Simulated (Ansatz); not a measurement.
# Br2: rigid scan of one bond length

How does the energy of Br2 change as one bond is stretched? Wanted for Br2: a rigid scan of one bond length.

Computed with Ansatz 0.2.0, driven from Python. Level of theory: CCSD(T)/def2-SVP.

## Step 1: Starting point

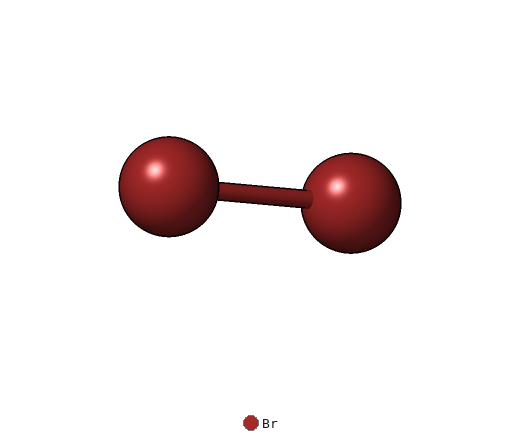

The starting structure, viewed from a chosen angle; bromine red.

No structure file is read: the coordinates are typed or built in the script.

## Step 2: The script

File scan_br2.py:

```python
import ansatz as az
from ase import Atoms
from ase.data import atomic_masses, atomic_numbers
import numpy as np

atoms = Atoms(["Br", "Br"], positions=[
    (0.0, 0.0, 0.0),
    (0.0, 0.0, 2.23),
])
geometry = az.Crystal.molecule_from_ase(atoms)

symbols = [site.symbol for site in geometry.cartesian_sites]
start = np.array([site.position_ang for site in geometry.cartesian_sites])
axis = (start[1] - start[0]) / np.linalg.norm(start[1] - start[0])
moving = [1]
lengths, energies = [1.962, 2.052, 2.141, 2.23, 2.319, 2.408, 2.498, 2.631], []
for length in lengths:
    xyz = start.copy()
    xyz[moving] += (length - np.linalg.norm(start[1] - start[0])) * axis
    point = az.Crystal.molecule()
    for symbol, xyz in zip(symbols, xyz):
        point = point.atom(symbol, xyz.tolist())
    calc = point.calculation()
    calc = calc.basis(gaussian="def2-SVP")
    calc = calc.correlation("ccsd_t", electrons="valence")
    report = calc.run().report
    energies.append(report["free_energy_ev"])
    print(f"r = {length:6.3f} A  E = {energies[-1]:.5f} eV  <S^2> = {abs(report['mean_field']['state']['spin_squared']):.3f}")

fit = np.polynomial.Polynomial.fit(lengths, np.array(energies) - min(energies), 4).convert()
roots = [r.real for r in fit.deriv().roots() if abs(r.imag) < 1e-9 and fit.deriv(2)(r.real) > 0]
r_e = min(roots, key=lambda r: abs(r - lengths[int(np.argmin(energies))]))
print(f"minimum of the fit at {r_e:.4f} A, force constant {fit.deriv(2)(r_e):.2f} eV/A^2")
m1, m2 = (atomic_masses[atomic_numbers[s]] for s in symbols)
mu = m1 * m2 / (m1 + m2)
print(f"harmonic wavenumber {521.4709 * np.sqrt(fit.deriv(2)(r_e) / mu):.0f} 1/cm, rotational constant {16.857629 / (mu * r_e ** 2):.4f} 1/cm")
```

## Step 3: The calls as engine input

The package turns the script's settings into the engine's input (first run):

```yaml
crystal:
  periodic: [false, false, false]
  atoms:
    - { symbol: Br, position_ang: [0.0, 0.0, 0.0] }
    - { symbol: Br, position_ang: [0.0, 0.0, 1.962] }
basis:
  gaussian:
    orbitals: def2-SVP
correlation:
  method: ccsd_t
  electrons: valence
```

## Step 4: The run

Command:

```bash
python scan_br2.py
```

The program printed:

```text
r =  1.962 A  E = -139991.60020 eV  <S^2> = 0.000
r =  2.052 A  E = -139992.48265 eV  <S^2> = 0.000
r =  2.141 A  E = -139992.99503 eV  <S^2> = 0.000
r =  2.230 A  E = -139993.25838 eV  <S^2> = 0.000
r =  2.319 A  E = -139993.35087 eV  <S^2> = 0.000
r =  2.408 A  E = -139993.32871 eV  <S^2> = 0.000
r =  2.498 A  E = -139993.23113 eV  <S^2> = 0.000
r =  2.631 A  E = -139993.00986 eV  <S^2> = 0.000
minimum of the fit at 2.3402 A, force constant 12.52 eV/A^2
harmonic wavenumber 292 1/cm, rotational constant 0.0770 1/cm
```

Wall time 12 s (1 thread of Intel Xeon 6975P-C (Granite Rapids), shared host); peak memory 0.22 GiB.

## Step 5: What changed from run to run

The engine's inputs for some of the other runs:

Run 3, against run 1:

```diff
@@ -5 +5 @@
-    - { symbol: Br, position_ang: [0.0, 0.0, 1.962] }
+    - { symbol: Br, position_ang: [0.0, 0.0, 2.141] }
```

Run 4, against run 1:

```diff
@@ -5 +5 @@
-    - { symbol: Br, position_ang: [0.0, 0.0, 1.962] }
+    - { symbol: Br, position_ang: [0.0, 0.0, 2.23] }
```

Run 8, against run 1:

```diff
@@ -5 +5 @@
-    - { symbol: Br, position_ang: [0.0, 0.0, 1.962] }
+    - { symbol: Br, position_ang: [0.0, 0.0, 2.631] }
```

Lines on the test bed's own set-up are left out of the output.

## Step 6: What each run gave

From the records of these 8 runs:

| run | distance (Å) | energy from run 5 (eV) | iterations in all | CPU time (s) |
| --- | --- | --- | --- | --- |
| 1 | 1.96 | 1.7507 | 18 | 1.4 |
| 2 | 2.05 | 0.8682 | 17 | 1.7 |
| 3 | 2.14 | 0.3558 | 17 | 1 |
| 4 | 2.23 | 0.0925 | 16 | 1 |
| 5 | 2.32 | 0.0000 | 16 | 1.5 |
| 6 | 2.41 | 0.0222 | 16 | 1.4 |
| 7 | 2.50 | 0.1197 | 20 | 1.7 |
| 8 | 2.63 | 0.3410 | 20 | 1.8 |

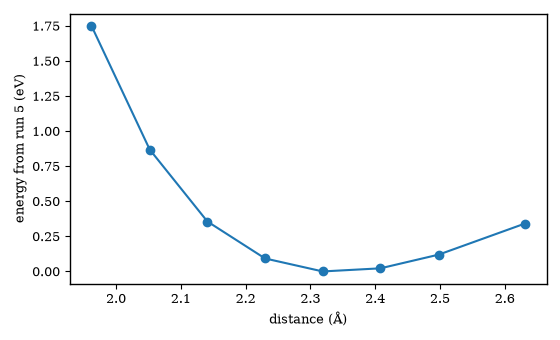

Energy against distance; lines join the points.

## Step 7: Outcome

| quantity | value |
| --- | --- |
| bond length at the fit's minimum | 2.3402 Å |
| runs compared | 8 |
| range of energy | 1.751 eV |
| lowest point, distance (Å) | 2.32 |

In words: The lowest point is at 2.319 Å. At the shortest distance (1.96 Å) the energy is 1.75 eV higher, at the longest (2.63 Å) 0.34 eV. Caveats:
- The basis set is modest, and single-reference methods fail as a bond breaks.
- The orbitals are restricted, so S² is zero by construction.
- Toward dissociation an unrestricted state lies under the restricted one, by 1 to 2 eV or more.
- The spin state was assumed, and another may lie lower.
